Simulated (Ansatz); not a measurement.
**CH₄BOSb: geometry optimisation**

The task: find the minimum of CH₄BOSb nearest to the start.

Program: Ansatz 0.2.0. Level of theory: RKS PBE0-D4/def2-SVPD. These are calculated values, not measurements.

1 further run of the same task is left out (set aside as unsound or not needed).

## 1. Where the work starts

8 atoms, charge 0, spin multiplicity 1.

Atoms are counted from 1 here; the program's logs count them from 0.

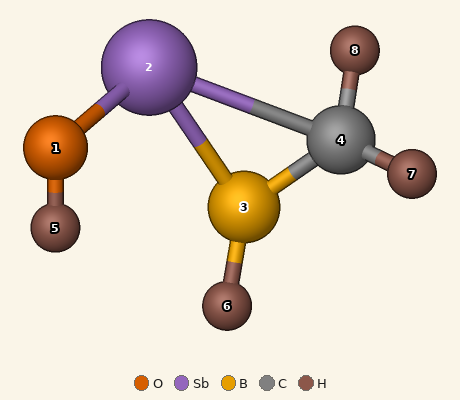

As it starts; oxygen orange, antimony purple, boron amber, carbon grey, hydrogen brown; atoms are numbered from 1 in the order of the file.

Geometry (Å):

```
atom     x (Å)     y (Å)     z (Å)
  O1  -1.19390   1.60502  -1.52543
 Sb2  -1.47024  -0.04199  -0.35719
  B3   0.28991   0.08884   0.93647
  C4   0.57952  -1.25745   0.39127
  H5  -0.54640   2.20959  -1.11601
  H6   0.99599   1.00748   1.27384
  H7   1.56918  -1.55946  -0.00070
  H8  -0.13195  -2.10913   0.34195
```

## 2. Relaxation

Input file input.yaml:

```yaml
crystal:
  periodic: [false, false, false]
  atoms:
    - { symbol: O, position_ang: [-1.193899, 1.605017, -1.52543] }
    - { symbol: Sb, position_ang: [-1.470244, -0.041989, -0.357192] }
    - { symbol: B, position_ang: [0.289906, 0.088837, 0.936466] }
    - { symbol: C, position_ang: [0.579519, -1.257446, 0.391269] }
    - { symbol: H, position_ang: [-0.546403, 2.20959, -1.116007] }
    - { symbol: H, position_ang: [0.995992, 1.007478, 1.273843] }
    - { symbol: H, position_ang: [1.569181, -1.559461, -0.0007] }
    - { symbol: H, position_ang: [-0.131951, -2.109125, 0.34195] }
basis:
  gaussian: { orbitals: def2-SVPD }
hamiltonian:
  xc: pbe0
  dispersion: d4
output:
  forces: true
relax:
  f_tol: 0.003
  max_steps: 120
```

The run is started by

```sh
$ ansatz run input.yaml --threads 1 --pin off --max-ram 2560MiB --backend cpu --events-out ev --progress --plain --runs-dir out
```

Output:

```text
Warning: RAYON_NUM_THREADS=1 ignored (pool sized by the plan → 1); use --threads N
The last accepted step is kept in <dir> (removed where the run ends without a failure and the disk answers)
Engine: ansatz 0.2.0, aarch64-unknown-linux-gnu
Functional definition: PBE0
  parameter a = 0.25
  parameter kappa = 0.804
  parameter beta = 0.06672455060314922
  exchange = (1 - a)*pbe_x(kappa = kappa, mu = beta*pi^2/3) + a*exact_x
  correlation = pbe_c(beta = beta)
1474 factors; integrals over basis functions are off by at most 2.4e-4 eV
mean field evaluation 1: about -10343.1753 eV, gradient 6.9e1 eV
mean field evaluation 2: about -10310.0022 eV, gradient 1.3e2 eV
mean field evaluation 4: about -10354.2434 eV, gradient 1.5e1 eV
mean field evaluation 8: about -10354.8776 eV, gradient 5.4e-1 eV
mean field evaluation 16: about -10354.8785 eV, gradient 3.6e-5 eV
mean field -10354.87849577 eV, -380.5347659308 hartree, gradient 3.5e-5 eV, S^2 0.000000; 0 other end points of the search recorded, 0 dependent functions left out
the calculation of the forces begins
reference -10354.87852961 eV, -380.5347671742 hartree; 23, 23 occupied and 104, 104 virtual orbitals, 1474 factors
relax step   1: F+E_penalty+E_count = -10355.02048626 eV  Δ(F+E_penalty+E_count) = +0.000e0 eV  max|allowed force component| = 6.022e-1 eV/Å  Δτ_max = 0.0000 Å  (29 SCF iters, accepted)
these checks for a lower state are left out or cut short: starts, cluster_reference, orbital_swaps, neighbouring_geometries, increment
1474 factors; integrals over basis functions are off by at most 2.3e-4 eV
mean field -10354.90048338 eV, -380.5355739604 hartree, gradient 2.4e-5 eV, S^2 0.000000; 0 other end points of the search recorded, 0 dependent functions left out
the calculation of the forces begins
reference -10354.90051706 eV, -380.5355751982 hartree; 23, 23 occupied and 104, 104 virtual orbitals, 1474 factors
relax step   2: F+E_penalty+E_count = -10355.04247957 eV  Δ(F+E_penalty+E_count) = -2.199e-2 eV  max|allowed force component| = 2.550e-1 eV/Å  Δτ_max = 0.0711 Å  (32 SCF iters, accepted)
these checks for a lower state are left out or cut short: starts, cluster_reference, orbital_swaps, neighbouring_geometries, increment
1474 factors; integrals over basis functions are off by at most 2.3e-4 eV
mean field evaluation 32: about -10354.9032 eV, gradient 1.8e-5 eV
mean field -10354.90320549 eV, -380.5356739963 hartree, gradient 1.8e-5 eV, S^2 0.000000; 0 other end points of the search recorded, 0 dependent functions left out
the calculation of the forces begins
reference -10354.90323928 eV, -380.5356752379 hartree; 23, 23 occupied and 104, 104 virtual orbitals, 1474 factors
relax step   3: F+E_penalty+E_count = -10355.04558110 eV  Δ(F+E_penalty+E_count) = -3.102e-3 eV  max|allowed force component| = 2.132e-1 eV/Å  Δτ_max = 0.0627 Å  (31 SCF iters, accepted)
these checks for a lower state are left out or cut short: starts, cluster_reference, orbital_swaps, neighbouring_geometries, increment
1474 factors; integrals over basis functions are off by at most 2.4e-4 eV
mean field -10354.90536574 eV, -380.5357533838 hartree, gradient 2.3e-5 eV, S^2 0.000000; 0 other end points of the search recorded, 0 dependent functions left out
the calculation of the forces begins
reference -10354.90539950 eV, -380.5357546248 hartree; 23, 23 occupied and 104, 104 virtual orbitals, 1474 factors
relax step   4: F+E_penalty+E_count = -10355.04809200 eV  Δ(F+E_penalty+E_count) = -2.511e-3 eV  max|allowed force component| = 1.240e-1 eV/Å  Δτ_max = 0.0665 Å  (32 SCF iters, accepted)
these checks for a lower state are left out or cut short: starts, cluster_reference, orbital_swaps, neighbouring_geometries, increment
1474 factors; integrals over basis functions are off by at most 2.3e-4 eV
mean field -10354.90778243 eV, -380.5358421958 hartree, gradient 1.9e-5 eV, S^2 0.000000; 0 other end points of the search recorded, 0 dependent functions left out
the calculation of the forces begins
reference -10354.90781618 eV, -380.5358434360 hartree; 23, 23 occupied and 104, 104 virtual orbitals, 1474 factors
relax step   5: F+E_penalty+E_count = -10355.05015753 eV  Δ(F+E_penalty+E_count) = -2.066e-3 eV  max|allowed force component| = 7.237e-2 eV/Å  Δτ_max = 0.0653 Å  (32 SCF iters, accepted)
these checks for a lower state are left out or cut short: starts, cluster_reference, orbital_swaps, neighbouring_geometries, increment
1474 factors; integrals over basis functions are off by at most 2.3e-4 eV
mean field -10354.90725368 eV, -380.5358227645 hartree, gradient 1.7e-5 eV, S^2 0.000000; 0 other end points of the search recorded, 0 dependent functions left out
the calculation of the forces begins
reference -10354.90728747 eV, -380.5358240062 hartree; 23, 23 occupied and 104, 104 virtual orbitals, 1474 factors
relax step   6: F+E_penalty+E_count = -10355.04964399 eV  Δ(F+E_penalty+E_count) = +5.135e-4 eV  max|allowed force component| = 7.910e-2 eV/Å  Δτ_max = 0.0207 Å  (33 SCF iters, rejected (line search))
these checks for a lower state are left out or cut short: starts, cluster_reference, orbital_swaps, neighbouring_geometries, increment
1474 factors; integrals over basis functions are off by at most 2.3e-4 eV
mean field -10354.90814043 eV, -380.5358553521 hartree, gradient 1.3e-5 eV, S^2 0.000000; 0 other end points of the search recorded, 0 dependent functions left out
the calculation of the forces begins
reference -10354.90817419 eV, -380.5358565926 hartree; 23, 23 occupied and 104, 104 virtual orbitals, 1474 factors
relax step   7: F+E_penalty+E_count = -10355.05049596 eV  Δ(F+E_penalty+E_count) = -3.384e-4 eV  max|allowed force component| = 3.533e-2 eV/Å  Δτ_max = 0.0062 Å  (27 SCF iters, accepted)
these checks for a lower state are left out or cut short: starts, cluster_reference, orbital_swaps, neighbouring_geometries, increment
1474 factors; integrals over basis functions are off by at most 2.3e-4 eV
mean field evaluation 64: about -10354.9083 eV, gradient 2.2e-5 eV
mean field -10354.90825385 eV, -380.5358595201 hartree, gradient 2.2e-5 eV, S^2 0.000000; 0 other end points of the search recorded, 0 dependent functions left out
the calculation of the forces begins
reference -10354.90828761 eV, -380.5358607606 hartree; 23, 23 occupied and 104, 104 virtual orbitals, 1474 factors
relax step   8: F+E_penalty+E_count = -10355.05056950 eV  Δ(F+E_penalty+E_count) = -7.355e-5 eV  max|allowed force component| = 1.953e-2 eV/Å  Δτ_max = 0.0029 Å  (24 SCF iters, accepted)
these checks for a lower state are left out or cut short: starts, cluster_reference, orbital_swaps, neighbouring_geometries, increment
1474 factors; integrals over basis functions are off by at most 2.3e-4 eV
mean field -10354.90830923 eV, -380.5358615552 hartree, gradient 8.4e-5 eV, S^2 0.000000; 0 other end points of the search recorded, 0 dependent functions left out
the calculation of the forces begins
reference -10354.90834299 eV, -380.5358627958 hartree; 23, 23 occupied and 104, 104 virtual orbitals, 1474 factors
relax step   9: F+E_penalty+E_count = -10355.05059766 eV  Δ(F+E_penalty+E_count) = -2.815e-5 eV  max|allowed force component| = 1.059e-2 eV/Å  Δτ_max = 0.0025 Å  (22 SCF iters, accepted)
these checks for a lower state are left out or cut short: starts, cluster_reference, orbital_swaps, neighbouring_geometries, increment
1474 factors; integrals over basis functions are off by at most 2.3e-4 eV
mean field -10354.90832496 eV, -380.5358621332 hartree, gradient 4.1e-5 eV, S^2 0.000000; 0 other end points of the search recorded, 0 dependent functions left out
the calculation of the forces begins
reference -10354.90835871 eV, -380.5358633737 hartree; 23, 23 occupied and 104, 104 virtual orbitals, 1474 factors
relax step  10: F+E_penalty+E_count = -10355.05060616 eV  Δ(F+E_penalty+E_count) = -8.501e-6 eV  max|allowed force component| = 4.922e-3 eV/Å  Δτ_max = 0.0013 Å  (22 SCF iters, accepted)
these checks for a lower state are left out or cut short: starts, cluster_reference, orbital_swaps, neighbouring_geometries, increment
1474 factors; integrals over basis functions are off by at most 2.3e-4 eV
mean field -10354.90831949 eV, -380.5358619325 hartree, gradient 2.6e-5 eV, S^2 0.000000; 0 other end points of the search recorded, 0 dependent functions left out
the calculation of the forces begins
reference -10354.90835325 eV, -380.5358631730 hartree; 23, 23 occupied and 104, 104 virtual orbitals, 1474 factors
relax step  11: F+E_penalty+E_count = -10355.05060759 eV  Δ(F+E_penalty+E_count) = -1.431e-6 eV  max|allowed force component| = 1.999e-3 eV/Å  Δτ_max = 0.0008 Å  (21 SCF iters, accepted)
1474 factors; integrals over basis functions are off by at most 2.3e-4 eV
mean field evaluation 96: about -10354.9083 eV, gradient 3.2e-5 eV
mean field -10354.90831949 eV, -380.5358619325 hartree, gradient 2.6e-5 eV, S^2 0.000000; 1 other end points of the search recorded, 0 dependent functions left out
the calculation of the forces begins
reference -10354.90835325 eV, -380.5358631730 hartree; 23, 23 occupied and 104, 104 virtual orbitals, 1474 factors
Total energy: -10355.05064135 eV, -380.5410921641 hartree
Atom 0 at    -1.139070     1.535666    -1.505586 Å, force     0.000253    -0.000235     0.000311 eV/Å
Atom 1 at    -1.460406    -0.058563    -0.328031 Å, force    -0.000185     0.000470    -0.000354 eV/Å
Atom 2 at     0.279007     0.096209     0.965432 Å, force     0.000153    -0.000151     0.000802 eV/Å
Atom 3 at     0.553363    -1.217975     0.351119 Å, force    -0.001022     0.001757    -0.001999 eV/Å
Atom 4 at    -0.506316     2.154686    -1.125053 Å, force    -0.000076     0.000045     0.000050 eV/Å
Atom 5 at     0.976272     1.007069     1.314980 Å, force     0.000081    -0.000639    -0.000590 eV/Å
Atom 6 at     1.520224    -1.492542    -0.089789 Å, force     0.000142    -0.000014     0.000872 eV/Å
Atom 7 at    -0.130971    -2.081649     0.361127 Å, force     0.000654    -0.001234     0.000907 eV/Å
Dipole moment:     0.037918    -0.186230     0.213996 e Å
```

Run time: 95 s. Hardware: 1 thread of Arm Neoverse V2, shared host; peak memory 0.32 GiB.

Relaxation path:

```
step  energy from step 1 (eV)  largest force component (eV/Å)
   1                   0.0000                          0.6022
   2                  -0.0220                          0.2550
   3                  -0.0251                          0.2132
   4                  -0.0276                          0.1240
   5                  -0.0297                          0.0724
   6                  -0.0292                          0.0791
   7                  -0.0300                          0.0353
   8                  -0.0301                          0.0195
   9                  -0.0301                          0.0106
  10                  -0.0301                          0.0049
  11                  -0.0301                          0.0020
```

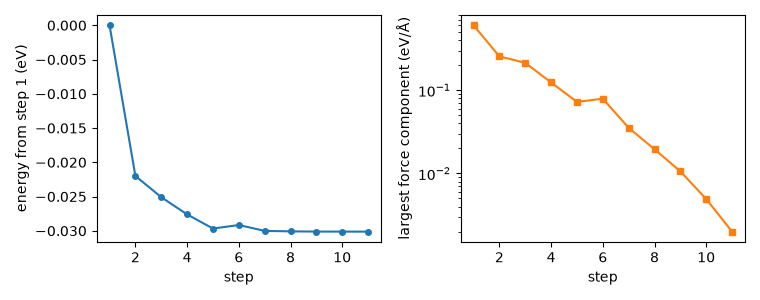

Energy and largest force along the relaxation.

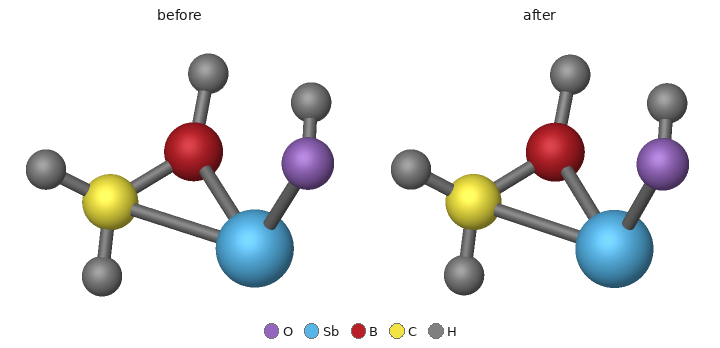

Before and after, at one scale.

Close pairs (by a distance rule), those that changed most:

```
  bond  before (Å)  after (Å)  change (Å)
Sb2–C4       2.498      2.421      -0.077
O1–Sb2       2.038      2.008      -0.030
Sb2–B3       2.188      2.173      -0.015
 O1–H5       0.976      0.964      -0.012
 C4–H7       1.106      1.098      -0.009
 C4–H8       1.111      1.102      -0.009
 B3–H6       1.207      1.199      -0.008
 B3–C4       1.481      1.476      -0.005
```

## 3. Summary of results

| quantity | value |
| --- | --- |
| energy gained | 0.0301 eV |
| root mean square move | 0.068 Å |
| dipole moment | 1.37 D |

What this shows: Bond lengths: O1–Sb2 2.008 Å, O1–H5 0.964 Å, Sb2–B3 2.173 Å, Sb2–C4 2.421 Å, B3–C4 1.476 Å, B3–H6 1.199 Å, C4–H7 1.098 Å, C4–H8 1.102 Å. Angles: Sb2–O1–H5 112.6°, O1–Sb2–B3 99.5°, O1–Sb2–C4 114.3°, B3–Sb2–C4 37.0°, Sb2–B3–C4 80.7°, Sb2–B3–H6 133.9°, C4–B3–H6 133.6°, Sb2–C4–B3 62.3°, Sb2–C4–H7 137.7°, Sb2–C4–H8 82.0°, B3–C4–H7 123.6°, B3–C4–H8 125.3°, H7–C4–H8 110.8°. No frequencies were computed here.
